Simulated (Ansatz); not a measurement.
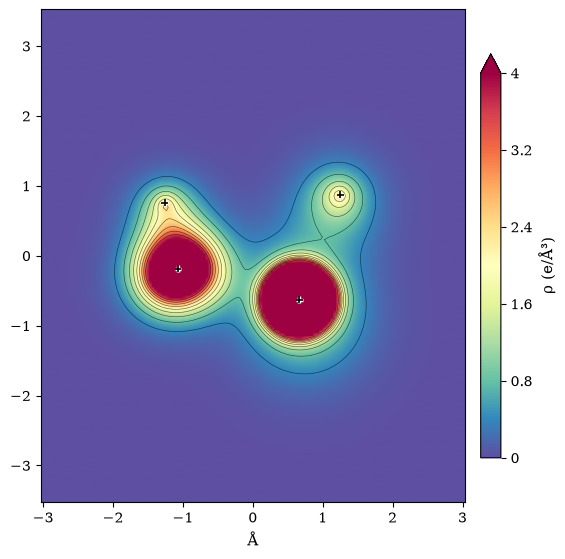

The electron density on a plane through atoms (crosses mark nuclei in the plane).

Computed with RKS PBE0-D4/def2-SVP (Ansatz 0.2.0).

Candidates:
A. BF₂H···HCl
B. GeH₂O···HF

Which candidate gave the map?

Answer. Candidate B: GeH₂O···HF on the plane of atoms H4, Ge1 and O5, which holds Ge, H and O. Ge–O (1.79 Å): ρ at the midpoint is about 0.91 e/Å³. O–H (0.96 Å): ρ at the midpoint is about 3.7 e/Å³.
